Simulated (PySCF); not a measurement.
**SnO (tin(ii) oxide): levels of theory compared**

Wanted: a comparison of 6 runs (HF/3-21G, B2PLYP/def2-TZVPPD, B3LYP/def2-TZVPPD, BLYP/def2-TZVPPD, CAM-B3LYP/def2-TZVPPD, M06-2X/def2-TZVPPD) of SnO (tin(ii) oxide). The job is set up through a Python script.

The calculation is run with PySCF 2.14.0.

1 further run of the same task is left out (set aside as unsound or not needed). Runs told in other sessions of the task aren't counted.

### 1 The molecule

SnO: 2 atoms, total charge 0, spin state singlet. SMILES: `[O]=[Sn]`. Geometry: a GFN2-xTB relaxation, a rough one for these elements and not checked as a minimum.

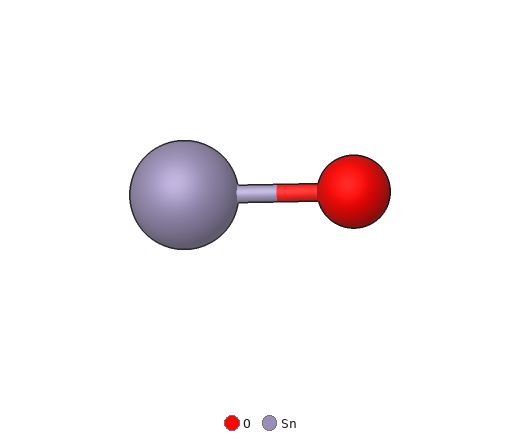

Viewed from a chosen angle; oxygen red, tin purple.

### 2 A single-point energy at HF/3-21G (run 1)

The input, job.py:

```python
from pyscf import gto, scf

molecule = gto.Mole()
molecule.atom = [
    ('O', (0.000000, 0.000000, 0.000000)),
    ('Sn', (0.000000, 0.000000, 1.803580)),
]
molecule.verbose = 3
molecule.max_memory = 1860
molecule.basis = '3-21g'
molecule.charge = 0
molecule.build()

mf = scf.RHF(molecule)
mf.conv_tol = 1e-10
mf.kernel()
if not mf.converged:
    mf = mf.newton().run(mf.mo_coeff, mf.mo_occ)

energy = mf.e_tot
print(f'total energy: {energy:.8f} hartree')
```

On the command line:

```bash
OMP_NUM_THREADS=1 python job.py
```

Standard output:

```text
converged SCF energy = -6070.68915352273
total energy: -6070.68915352 hartree
```

Wall time 0.34 s (1 thread of AMD EPYC 9R45 (Zen 5), shared host); peak memory 0.13 GiB.

### 3 The energy at B2PLYP/def2-TZVPPD (core potential) (run 2)

The input, job.py:

```python
from pyscf import gto, dft, mp

mol = gto.M(
    atom=[
    ('O', (0.000000, 0.000000, 0.000000)),
    ('Sn', (0.000000, 0.000000, 1.803580)),
],
    max_memory=1860,
    basis='def2-tzvppd',
    ecp={'Sn': 'def2-svp'},
    charge=0,
    verbose=4,
)

myscf = dft.RKS(mol)
myscf.xc = '0.53*HF + 0.47*B88, 0.73*LYP'
myscf.conv_tol = 1e-10
myscf.grids.level = 5
myscf.kernel()
if not myscf.converged:
    myscf = myscf.newton().run(myscf.mo_coeff, myscf.mo_occ)

pt = mp.MP2(myscf, frozen=5).run()
e_final = myscf.e_tot + 0.27 * pt.e_corr
print('PT2 part  %.8f' % (0.27 * pt.e_corr))
print('E(%s) = %.9f' % ('B2PLYP', e_final))
```

On the command line:

```bash
OMP_NUM_THREADS=1 python job.py
```

Standard output:

```text
PySCF version 2.14.0

[INPUT] num. atoms = 2
[INPUT] num. electrons = 30
[INPUT] charge = 0
[INPUT] spin (= nelec alpha-beta = 2S) = 0
[INPUT] symmetry False subgroup None
[INPUT] Mole.unit = angstrom
[INPUT] Symbol           X                Y                Z      unit          X                Y                Z       unit  Magmom
[INPUT]  1 O      0.000000000000   0.000000000000   0.000000000000 AA    0.000000000000   0.000000000000   0.000000000000 Bohr   0.0
[INPUT]  2 Sn     0.000000000000   0.000000000000   1.803580000000 AA    0.000000000000   0.000000000000   3.408272243743 Bohr   0.0

nuclear repulsion = 51.639067367081
number of shells = 32
number of NR pGTOs = 152
number of NR cGTOs = 96
basis = def2-tzvppd
ecp = {'Sn': 'def2-svp'}

[... 59 lines left out ...]
converged SCF energy = -289.120242838513
[... 1 line left out ...]
******** <class 'pyscf.mp.mp2.RMP2'> ********
nocc = 10, nmo = 91
frozen orbitals 5
E(RMP2) = -289.834644185942  E_corr = -0.714401347429804
E(SCS-RMP2) = -289.782175179593  E_corr = -0.661932341079946
E_corr(same-spin) = -0.225403010579791
E_corr(oppo-spin) = -0.488998336850013
PT2 part  -0.19288836
E(B2PLYP) = -289.313131202
```

Run time: 3.6 s. Hardware: 1 thread of AMD EPYC 9R45 (Zen 5), shared host; peak memory 0.45 GiB.

Runs 3 to 5 aren't shown in full; the table further down has their settings and results.

### 4 The energy at M06-2X/def2-TZVPPD (core potential) (run 6)

The input, job.py:

```python
# tin(ii) oxide
from pyscf import gto, dft

mol = gto.M(
    atom=[
    ('O', (0.000000, 0.000000, 0.000000)),
    ('Sn', (0.000000, 0.000000, 1.803580)),
],
    max_memory=1860,
    verbose=3,
    charge=0,
    basis='def2-tzvppd',
    ecp={'Sn': 'def2-svp'},
)

ks = dft.RKS(mol)
ks.xc = 'm06-2x'
ks.conv_tol = 1e-10
ks.grids.level = 5
ks.kernel()
if not ks.converged:
    ks = ks.newton().run(ks.mo_coeff, ks.mo_occ)

energy = ks.e_tot
print('Final energy', energy)
```

On the command line:

```bash
OMP_NUM_THREADS=1 python job.py
```

Standard output:

```text
converged SCF energy = -289.448541584874
Final energy -289.44854158487385
```

It took 5.1 s on 1 thread of AMD EPYC 9R45 (Zen 5), shared host; peak memory 0.51 GiB.

### 5 All runs side by side

```
run                                   level  core potential  frozen core orbitals   energy (Eh)  dipole moment (D)  HOMO energy (eV)  LUMO energy (eV)  wall time
  1                                HF/3-21G               –                     –  -6070.689154               3.73             -9.84              0.93     0.34 s
  2     B2PLYP/def2-TZVPPD (core potential)        def2-svp                     5   -289.313131               4.74             -8.78             -1.39      3.6 s
  3      B3LYP/def2-TZVPPD (core potential)        def2-svp                     –   -289.629396               4.29             -7.53             -2.55      3.6 s
  4       BLYP/def2-TZVPPD (core potential)        def2-svp                     –   -289.515893               3.94             -6.39             -2.95      3.3 s
  5  CAM-B3LYP/def2-TZVPPD (core potential)        def2-svp                     –   -289.512545               4.51             -9.05             -1.41      8.7 s
  6     M06-2X/def2-TZVPPD (core potential)        def2-svp                     –   -289.448542               4.68             -8.86             -1.46      5.1 s
```

### 6 What came out

| quantity | value |
| --- | --- |
| run 6: total energy | -289.44854 Eh |
| run 6: dipole moment | 4.68 D |
| run 6: HOMO energy | -8.86 eV |
| run 6: LUMO energy | -1.46 eV |
| run 6: HOMO–LUMO gap | 7.39 eV |

**Reading.** The dipole moment (its size) runs from 3.73 D (HF/3-21G) to 4.74 D (B2PLYP/def2-TZVPPD). The two ends differ in method and basis and core potential. A double hybrid's value is that of its SCF part. The HOMO–LUMO gap runs from 3.44 eV (BLYP/def2-TZVPPD) to 10.77 eV (HF/3-21G). Totals of different functionals can't be ranked against each other. Some runs of one species differ in core potentials or relativity; totals across that change don't compare. In run 1 relativity is left out where basis or elements ask for it. All runs together took 25 s, the longest 8.7 s.
